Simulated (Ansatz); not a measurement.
**Al: stress in a strained cell**

Aim: deform Al (zz strain of -1 %) and compute stress, forces and field gradients with LAPW, PAW and all-electron datasets made for the crystal.

Method: DFT PBEsol, scalar-relativistic, in Ansatz 0.2.0.

2 further runs of the same task are left out: 2 set aside as unsound or not needed.

## Step 1: The starting structure

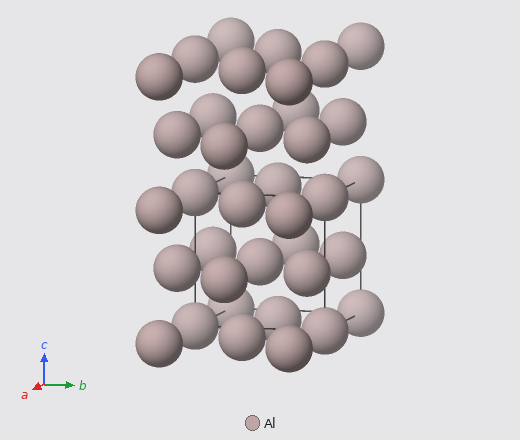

Start, viewed slightly off an axis; aluminium light grey. 2×1×2 cells are drawn. Atoms on the faces are drawn again on the opposite ones. The cell drawn here is the conventional one.

Structure file:

```cif
data_structure
_symmetry_space_group_name_H-M 'P 1'
_symmetry_Int_Tables_number 1
_cell_length_a 2.8623
_cell_length_b 2.8623
_cell_length_c 2.8623
_cell_angle_alpha 60.000
_cell_angle_beta 60.000
_cell_angle_gamma 60.000
_cell_volume 16.58
loop_
_atom_site_label
_atom_site_type_symbol
_atom_site_fract_x
_atom_site_fract_y
_atom_site_fract_z
_atom_site_occupancy
Al1 Al 0.00000 0.00000 0.00000 1
```

## Step 2: After the deformation

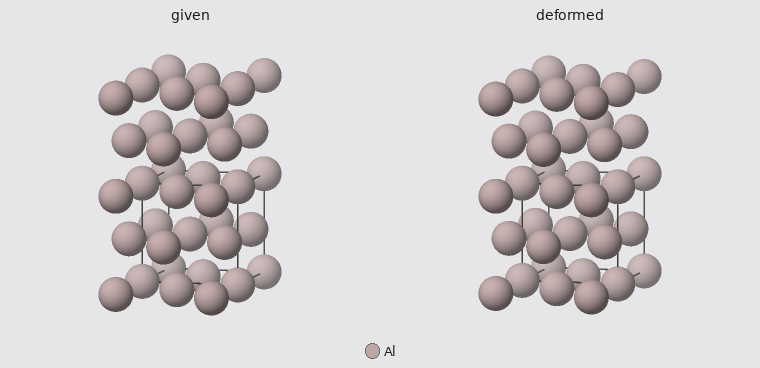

Given and deformed, at one scale.

Space group Fm-3m before, I4/mmm after.

## Step 3: LAPW, all electrons

The input, input.yaml:

```yaml
crystal:
  lattice:
    - [0.0, 2.02398, 2.0037402]
    - [2.02398, 0.0, 2.0037402]
    - [2.02398, 2.02398, 0.0]
  atoms:
    - { symbol: Al, position: [0.0, 0.0, 0.0] }
kpoints:
  mp_grid: { grid: [14, 14, 14] }
  band_path:
    path:
      - [0.0, 0.0, 0.0]
      - [0.0, 0.5, 0.5]
      - [0.25, 0.75, 0.5]
      - [0.0, 0.5, 0.0]
      - [0.0, 0.0, 0.0]
      - [0.5, 0.5, 0.0]
      - [0.3775380063, 0.6224619937, 0.0]
      - [-0.3775380063, 0.3775380063, 0.0]
      - [0.0, 0.0, 0.0]
    npoints: 5
scf:
  occupations: { method: fermi_dirac, width: 0.05 }
hamiltonian:
  xc: pbesol
  pseudopotentials: { kind: all_electron, lapw: { basis_error: 0.001 } }
output:
  forces: true
  stress: true
  eigenvalues: true
```

Run with:

```sh
> ansatz run input.yaml --threads 1 --pin off --max-ram 3072MiB --backend cpu --events-out ev --progress --plain --runs-dir out
```

Standard output, cut to the lines that bear on the results:

```text
LAPW: plane waves up to 5.902 Å⁻¹, error target 1.0e-3 eV per atom; small_component_spin mean_spin; Al in spheres of 1.424 Å, 11 of its electrons in bands, Dirac shells []
[...]
Pseudopotentials: kind: all_electron
Pseudopotential: Al, LAPW, valence charge 11, Koelling and Harmon's equation, gaussian nucleus
Functional definition: PBEsol
[...]
Crystal: 1 atoms, lattice volume = 16.417 Å³
Basis set: ecut = 132.73685961672138 eV, 59 PW (Γ), exchange–correlation at level 2
Bands: 10, of which v1, the nominal top of the filled ones, is band 6 counted from 1 (5 counted from 0)
Symmetry: 16 space group operations
Space group: I4/mmm (ITA 139), of the structure as read, at distance tolerance 2.5e-5 Å
k-points: 244 of 2744
[...]
SCF iter   1: F=—  HF=-6594.599697 eV  |F-HF|=—  |Δ(HF+E_count)|=         —  Δρ=1.10e-2  dr2=1.09e-2  ethr=9.85e-5  ⟨swp⟩=3.3  Hψ=18819  notcnv=0
[...]
SCF iter   5: F=-6594.571878 eV  HF=-6594.571878 eV  |F-HF|=1.79e-9  |Δ(HF+E_count)|=  2.81e-10  Δρ=1.48e-6  dr2=1.25e-10  ethr=4.94e-9  ⟨swp⟩=2.0  Hψ=6730  notcnv=0
[...]
NSCF: frozen V_eff on 41 k-points
SCF converged after 5 iterations
Free energy (F): -6594.571878 eV
[...]
E sigma→0 (E₀):  -6594.569859 eV
Entropy (-TS):   -0.004038 eV (-4.038 meV/atom)
Fermi energy:    9.798816 eV
[...]
--- Forces (eV/Å), atoms counted from 1 ---
  atom   1  Al    -0.00000000     0.00000000     0.00000000
[...]
--- Stress (GPa, compression-positive) ---
       -1.499721       0.000000       0.000000
        0.000000      -1.499721       0.000000
        0.000000       0.000000      -1.025599
  P = ⅓ Tr σ = -1.3417 GPa (-13.417 kbar)
--- Band table (eV; the first three rows and the last of 244) ---
  k-point 0: bands = ["-93.2246", "-54.8926", "-54.8926", "-54.8923", "-1.3374", "22.4210", "22.4210", "22.5297", "23.9449", "23.9774"]
[...]
```

Wall time 4.8 s (1 thread of Arm Neoverse V2, shared host); peak memory 0.24 GiB.

Read from it: pressure -1.34 GPa; no gap.

## Step 4: Frozen-core PAW

The input, input.yaml:

```yaml
crystal:
  lattice:
    - [0.0, 2.02398, 2.0037402]
    - [2.02398, 0.0, 2.0037402]
    - [2.02398, 2.02398, 0.0]
  atoms:
    - { symbol: Al, position: [0.0, 0.0, 0.0] }
kpoints:
  mp_grid: { grid: [14, 14, 14] }
scf:
  occupations: { method: fermi_dirac, width: 0.05 }
hamiltonian:
  xc: pbesol
  pseudopotentials: { kind: paw }
output:
  forces: true
  stress: true
  eigenvalues: true
  efg: { contact_densities: true }
  write_density: true
  write_potential: true
  elf: true
  volumetric_format: npy
```

Run with:

```sh
> ansatz run input.yaml --threads 1 --pin off --max-ram 3072MiB --backend cpu --events-out ev --progress --plain --runs-dir out
```

Standard output, cut to the lines that bear on the results:

```text
[...]
Pseudopotentials: kind: paw
Pseudopotential: Al, paw, valence charge 3, recommended cutoff 420 eV (normal)
[... 1 set-up line as earlier in the session ...]
[...]
Crystal: 1 atoms, lattice volume = 16.417 Å³
Basis set: ecut = 420 eV, 331 PW (Γ), exchange–correlation on 40×40×40 points (8 copies of the dense FFT grid, shifted against one another)
Bands: 6, of which v1, the nominal top of the filled ones, is band 2 counted from 1 (1 counted from 0)
[... 2 set-up lines as earlier in the session ...]
k-points: 244 of 2744
[...]
SCF iter   1: F=—  HF=-524.541653 eV  |F-HF|=—  |Δ(HF+E_count)|=         —  Δρ=6.96e-4  dr2=3.55e-5  ethr=1.77e-3  ⟨swp⟩=4.7  Hψ=12851  notcnv=0
[...]
SCF iter   6: F=-524.541685 eV  HF=-524.541685 eV  |F-HF|=4.55e-13  |Δ(HF+E_count)|=  1.77e-11  Δρ=7.03e-8  dr2=7.94e-13  ethr=1.00e-12  ⟨swp⟩=3.8  Hψ=5586  notcnv=0
[...]
SCF converged after 6 iterations
Free energy (F): -524.541685 eV
[...]
E sigma→0 (E₀):  -524.539665 eV
Entropy (-TS):   -0.004041 eV (-4.041 meV/atom)
Fermi energy:    7.907946 eV
[...]
--- Forces (eV/Å), atoms counted from 1 ---
  atom   1  Al    -0.00000000     0.00000000     0.00000000
[...]
--- Stress (GPa, compression-positive) ---
       -1.507581       0.000000       0.000000
        0.000000      -1.507581       0.000000
        0.000000       0.000000      -1.030188
  P = ⅓ Tr σ = -1.3485 GPa (-13.485 kbar)
--- PAW observables at the nuclei: V_zz in 10²¹ V/m², potentials from the cell's mean, atoms counted from 1 ---
  atom   1  Al V_zz =    -0.036821   η = 0.0000   by run symmetry: allowed
            electrostatic potential = -1229.517854 V   contact ρ = 10045.204818 e/Å³
--- Band table (eV; the first three rows and the last of 244) ---
  k-point 0: bands = ["-3.2202", "20.4421", "20.4421", "20.5511", "22.0563", "22.0887"]
[...]
```

Run time: 2.1 s. Hardware: 1 thread of Arm Neoverse V2, shared host; peak memory 0.3 GiB.

In short: pressure -1.35 GPa; no gap; Vzz Al -0.04 (η = 0.00) (10²¹ V/m²).

The fields are shown in the conventional cell of this run's space group, carried over from its grid by interpolation.

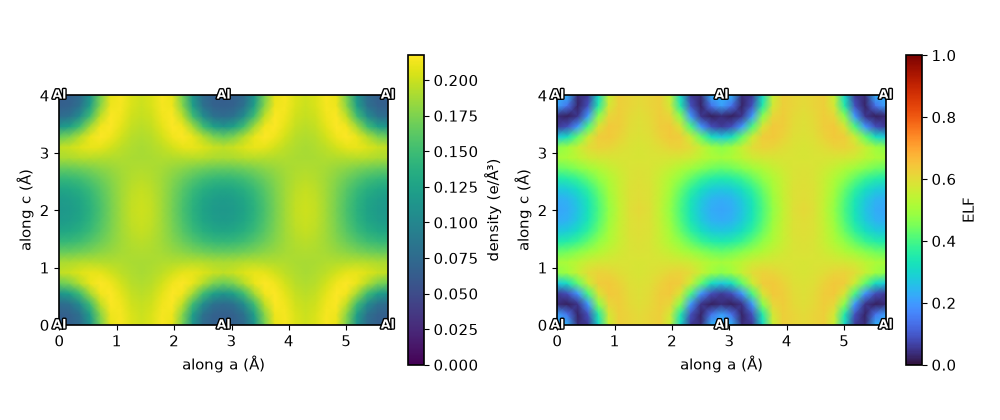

Density (left) and ELF (right) in a lattice plane of the grid's cell (edges 2.86 and 4.01 Å, at 0.000 of the third edge), which holds Al. Only atoms in the plane are labelled. Both are smooth fields of the valence electrons: close to the nuclei they are not physical.

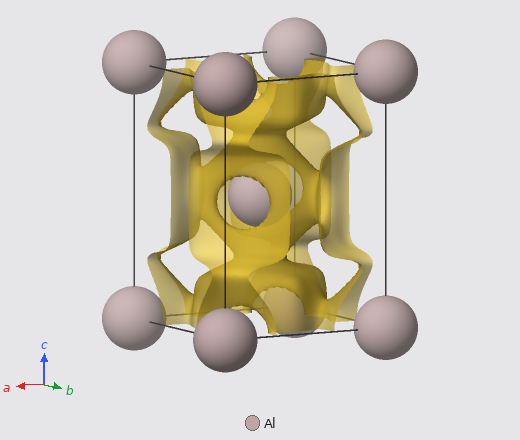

Surface of ELF = 0.57, drawn in one cell.

Outside the cores ELF peaks at 0.64 beside Al, off the lines to its neighbours, 1.0 Å from Al; 0.63 on the Al–Al line, 1.1 Å from Al.

## Step 5: Datasets made for this crystal

Changes to input.yaml since step 4:

```diff
@@ -13,3 +13,3 @@
   xc: pbesol
-  pseudopotentials: { kind: paw }
+  pseudopotentials: { kind: all_electron, datasets: crystal }
 output:
@@ -19,5 +19 @@
   efg: { contact_densities: true }
-  write_density: true
-  write_potential: true
-  elf: true
-  volumetric_format: npy
```

Run with:

```sh
> ansatz run input.yaml --threads 1 --pin off --max-ram 3072MiB --backend cpu --events-out ev --progress --plain --runs-dir out
```

Standard output, cut to the lines that bear on the results:

```text
[...]
[... 1 set-up line as earlier in the session ...]
Pseudopotential: Al, paw, valence charge 3, recommended cutoff 140 eV (normal), Koelling and Harmon's equation, gaussian nucleus
[... 1 set-up line as earlier in the session ...]
[...]
Crystal: 1 atoms, lattice volume = 16.417 Å³
Basis set: ecut = 140 eV, 59 PW (Γ), exchange–correlation on 24×24×24 points (8 copies of the dense FFT grid, shifted against one another)
Bands: 6, of which v1, the nominal top of the filled ones, is band 2 counted from 1 (1 counted from 0)
[... 2 set-up lines as earlier in the session ...]
k-points: 244 of 2744
[...]
SCF iter   1: F=—  HF=-6594.543889 eV  |F-HF|=—  |Δ(HF+E_count)|=         —  Δρ=2.11e-2  dr2=6.46e-2  ethr=1.83e-3  ⟨swp⟩=2.7  Hψ=8925  notcnv=0
[...]
In the spheres:  the bands' charges fall short by 6.2e-7 e at most (sound up to 1e-3)
Fermi energy:    9.798763 eV
[...]
  The terms above E_closure are by the made datasets' own strengths, without shells solved beside the bands.
--- Forces (eV/Å), atoms counted from 1 ---
  atom   1  Al     0.00000000     0.00000000     0.00000000
[...]
--- Stress (GPa, compression-positive) ---
       -1.505450       0.000000       0.000000
        0.000000      -1.505450       0.000000
        0.000000       0.000000      -1.031165
  P = ⅓ Tr σ = -1.3474 GPa (-13.474 kbar)
--- PAW observables at the nuclei: V_zz in 10²¹ V/m², potentials from the cell's mean, atoms counted from 1 ---
  atom   1  Al V_zz =    -0.037006   η = 0.0000   by run symmetry: allowed
            electrostatic potential = -1228.144619 V   contact ρ = 10051.281511 e/Å³
--- Band table (eV; the first three rows and the last of 244) ---
  k-point 0: bands = ["-1.3375", "22.4211", "22.4211", "22.5298"]
[...]
```

Run time: 7.5 s. Hardware: 1 thread of Arm Neoverse V2, shared host; peak memory 0.25 GiB.

Read from it: pressure -1.35 GPa; no gap; Vzz Al -0.04 (η = 0.00) (10²¹ V/m²).

## Step 6: Side by side

Stress (GPa, compression positive):

```csv
method,xx,yy,zz,yz,xz,xy
"LAPW, undeformed (earlier run)",-2.10,-2.10,-2.10,0.00,0.00,0.00
LAPW,-1.50,-1.50,-1.03,0.00,0.00,0.00
PAW,-1.51,-1.51,-1.03,0.00,0.00,0.00
crystal datasets,-1.51,-1.51,-1.03,0.00,0.00,0.00
```

| method | pressure (GPa) | Vzz Al (10²¹ V/m²) | SCF cycles, all passes |
| --- | --- | --- | --- |
| LAPW | -1.34 | – | 5 |
| PAW | -1.35 | -0.04 | 6 |
| crystal datasets | -1.35 | -0.04 | 5 |

## Step 7: Results

| quantity | value |
| --- | --- |
| pressure | LAPW -1.34, PAW -1.35, crystal datasets -1.35 GPa |
| largest shear or deviatoric stress (LAPW) | 0.32 GPa |

Against the undeformed cell the largest change of stress is +1.07 GPa, in the zz component. PAW: stress within 0.01 GPa of LAPW. Crystal datasets: stress within 0.01 GPa of LAPW.
